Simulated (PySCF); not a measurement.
**C₃H₄Cl₂OSi (SMILES O=C(Cl)/C([SiH3])=C\Cl): density, localisation and related maps**

The calculation's input:

```
{"job": {"kind": "uv", "xc": "CAM-B3LYP", "basis": "def2-SVPD", "nstates": 8, "ntriplets": 3}, "charge": 0, "multiplicity": 1}
O      1.585378     2.012720     0.558905
C      0.579267     1.438918     0.296714
Cl    -0.924335     2.381026     0.100180
C      0.322041     0.028809     0.086765
Si    -1.407046    -0.502302    -0.491410
C      1.286402    -0.874949     0.307734
Cl     2.861360    -0.544427     0.855172
H     -1.714324     0.156441    -1.755424
H     -2.376418    -0.215190     0.559745
H     -1.308005    -1.950707    -0.693192
H      1.101105    -1.927668     0.148848
```

Launched as:

```sh
OMP_NUM_THREADS=1 python probes_run.py task.json out
```

Geometry: GFN2-xTB.

All numbers below come from PySCF 2.14.0, CAM-B3LYP/def2-SVPD, SCF density, gas phase.

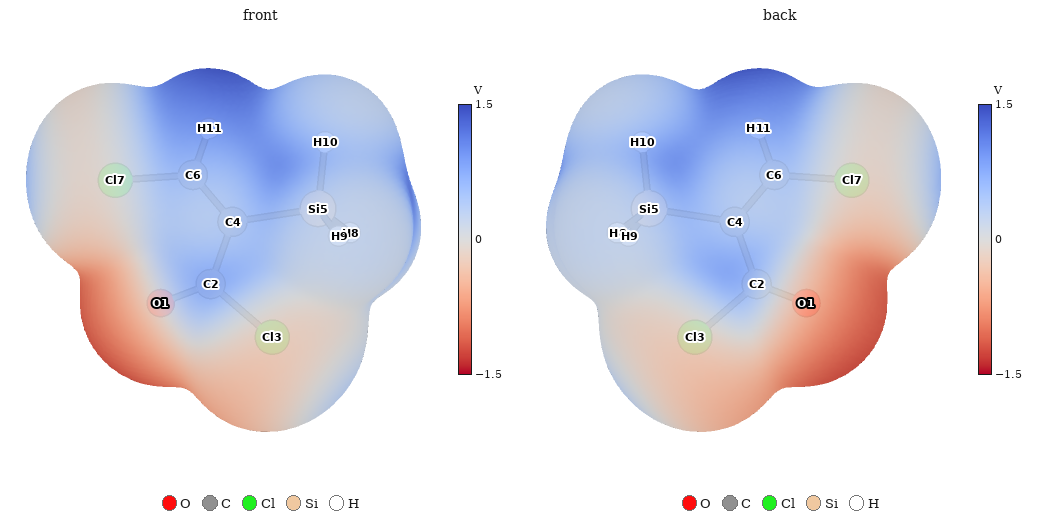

Figure 1. The molecular electrostatic potential painted on the density surface at 0.001 e/bohr³, seen from the front and from behind; red is negative and blue positive.

Q: Where is the surface potential most negative and most positive?

A: The most negative region (about −1.2 V) lies over O1, the most positive (about +1.4 V) over H11. Cl3 shows a σ-hole: about +0.3 V at the tip opposite its bond, against about −0.4 V on its flanks. Cl7 shows a σ-hole: about +0.6 V at the tip opposite its bond, against about −0.2 V on its flanks. O1 is the likeliest acceptor of a hydrogen bond.

Q: What dipole moment does the calculation give?

A: Its dipole moment is 3.10 D.

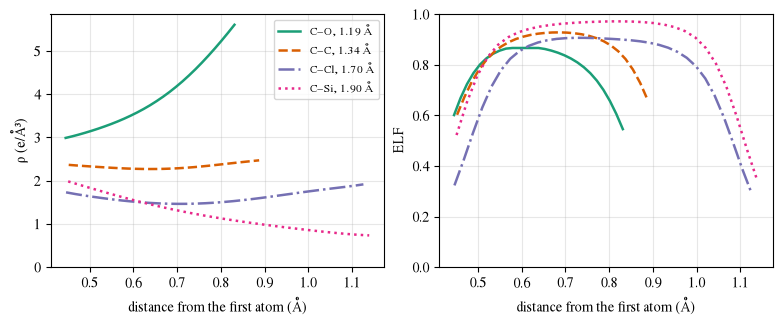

Figure 2. Electron density and electron localisation function along straight lines between neighbouring atoms. The curves leave out the atomic cores.

Q: Compare the contacts.

A: C–O (1.19 Å): the density is about 3.5 e/Å³ at the midpoint; the ELF peaks at about 0.85 between the atoms (a multiple bond).
C–C (1.34 Å): the density is about 2.3 e/Å³ at the midpoint; the ELF peaks at about 0.95 between the atoms (a short, multiple covalent bond).
C–Cl (1.70 Å): ρ is about 1.5 e/Å³ halfway; the ELF peaks at about 0.90 between the atoms; a covalent bond.
C–Si (1.90 Å): ρ is about 0.92 e/Å³ halfway; the ELF peaks at about 1 between the atoms (localised, covalent bonding).
